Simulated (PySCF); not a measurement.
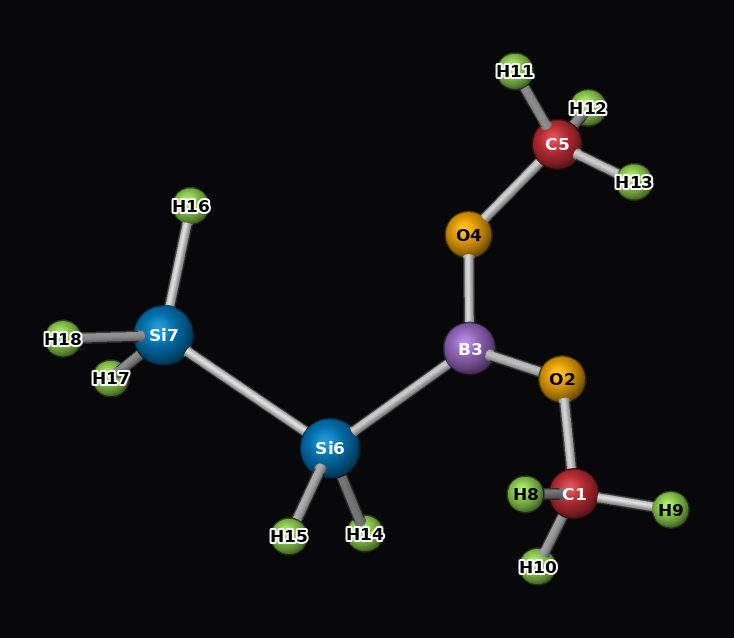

The questions are on isotropic NMR shieldings of the O atoms. The geometry was computed by an optimisation with GFN2-xTB. No frequency run is at hand to confirm it as a minimum. Level of theory: GIAO PBE0/pcSseg-1 NMR shielding, non-relativistic, gas phase (PySCF 2.14.0).

Give the isotropic NMR shieldings of the O atoms atom by atom.

```
atom  σ (ppm)
  O2    198.1
  O4    192.8
```

The geometry is semi-empirical. Around B, Si such bond lengths and angles can be off by a tenth of an ångström or more and by several degrees, and values that hang on the shape move with them.
